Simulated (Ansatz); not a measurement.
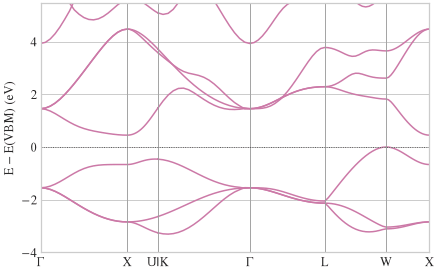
Band structure from PBEsol in the plane-wave PAW code Ansatz

Read off the gap and where the band edges lie.

About 0.4 eV (0.45 eV by a search for the band edges); maximum at W, minimum at X.

Which compound is it?
A) GaN, zinc blende
B) TePb, zinc blende
C) BAs, zinc blende
D) ZnSe, zinc blende

B, TePb, zinc blende

Space group F-43m (zinc blende). The start of the workflow was typed in or built on a structure type; neither database checked (COD, Materials Project) lists it. It is not the phase usual at ambient conditions (space group No. 225). The PBEsol relaxation kept the symmetry of its start. At this level the phase is mechanically unstable. Spin–orbit coupling is left out wherever it is not named.

Potentials: the earlier of the program's two PAW sets. The files were generated under PBE; for other functionals the program regenerates the frozen cores, and for LDA and PBEsol the local potential too.
